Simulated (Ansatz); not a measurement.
CH3AuS (SMILES S[CH2][Au])

Input file:

```
crystal:
  periodic: [false, false, false]
  atoms:
    - {symbol: C, position_ang: [1.442453, 0.594285, -1.098913]}
    - {symbol: Au, position_ang: [2.681585, 0.225728, 0.492542]}
    - {symbol: S, position_ang: [1.519753, -0.589246, -2.452347]}
    - {symbol: H, position_ang: [0.431701, 0.675718, -0.678663]}
    - {symbol: H, position_ang: [1.761291, 1.565977, -1.500710]}
    - {symbol: H, position_ang: [0.860734, -1.597697, -1.837276]}
basis:
  gaussian:
    orbitals: def2-TZVPD
hamiltonian:
  xc: {name: PBE0}
output: {forces: true, orbitals: {seedname: orbitals}}
```

Command:

```sh
ansatz run input.yaml --threads 1 --pin off --max-ram 2610MiB --events-out events.jsonl --progress --plain --runs-dir runs
```

Geometry: B3LYP-D3(BJ)/def2-SVP; core potentials replace the inner electrons of Au.

The calculation used isolated molecule in a Gaussian basis; Kohn-Sham density functional theory, functional PBE0 in Ansatz 0.2.0.

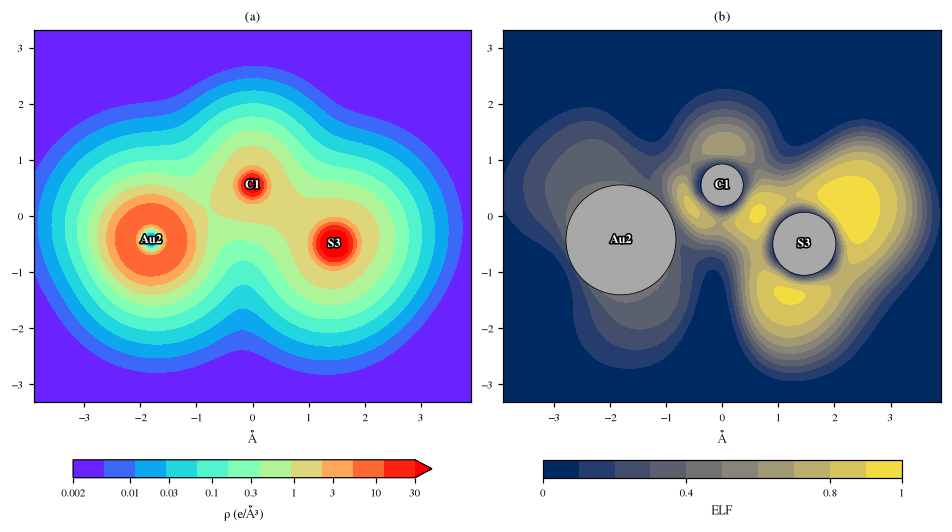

Figure 1. (a) electron density; (b) electron localisation function on the plane of atoms Au2, C1 and S3. Grey discs cover the atomic cores in the ELF map.

Q: Read the bonding off the picture.

A: The section cuts through C, Au and S sites. C–S (1.80 Å): ρ is about 1.3 e/Å³ halfway; the ELF peaks at about 0.90 between the atoms, as expected for a covalent bond. C–Au (2.05 Å): the density is about 0.99 e/Å³ at the midpoint; the ELF peaks at about 0.85 in the valence shell of C, 0.7 Å from its nucleus, and is about 0.40 at the midpoint. The ELF also peaks beside S3, away from the bonds: lone-pair regions.

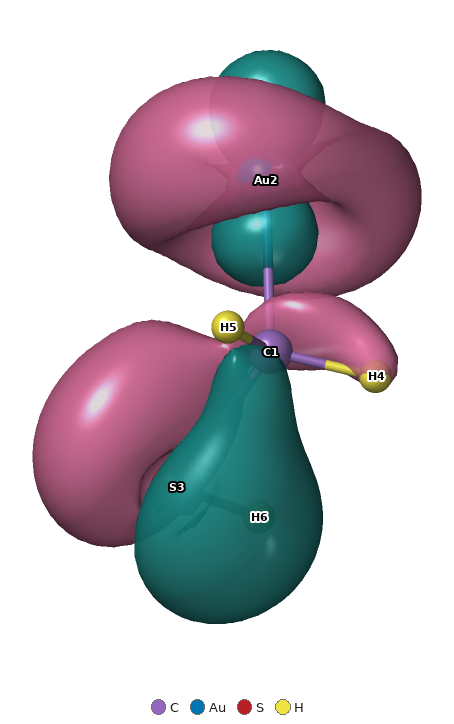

Figure 2. The HOMO−1 at ±0.1 Å⁻³ᐟ² (teal and pink are the two phases), seen at an oblique angle.

Q: What is the character of this orbital?

A: Its weight (Hirshfeld) is mainly on Au2 (about 55 %), S3 (about 35 %) and C1 (about 5 %). Its energy is −8.01 eV.

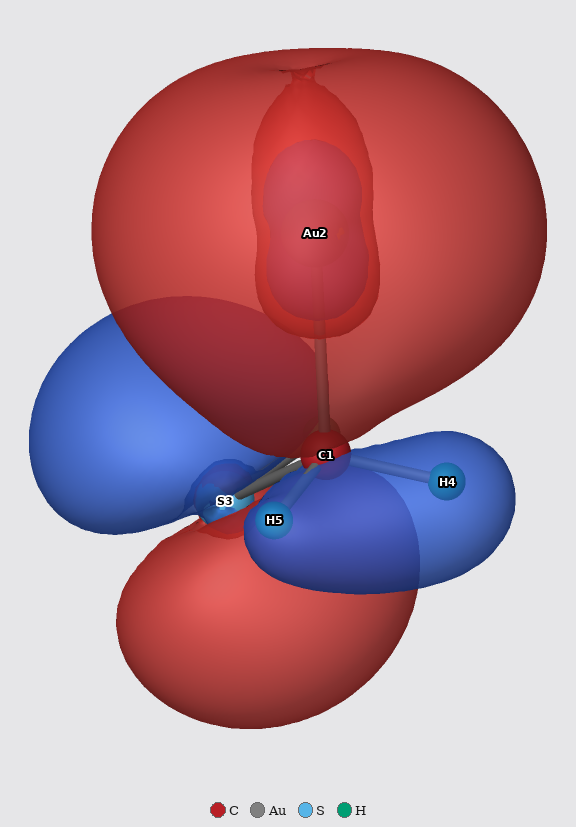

Figure 3. The HOMO at ±0.06 Å⁻³ᐟ² (red and blue are the two phases), seen at an oblique angle.

Q: What is the character of this orbital?

A: By Hirshfeld shares it lies mainly on Au2 (about 45 %), S3 (about 40 %) and C1 (about 10 %). Its energy is −6.32 eV.
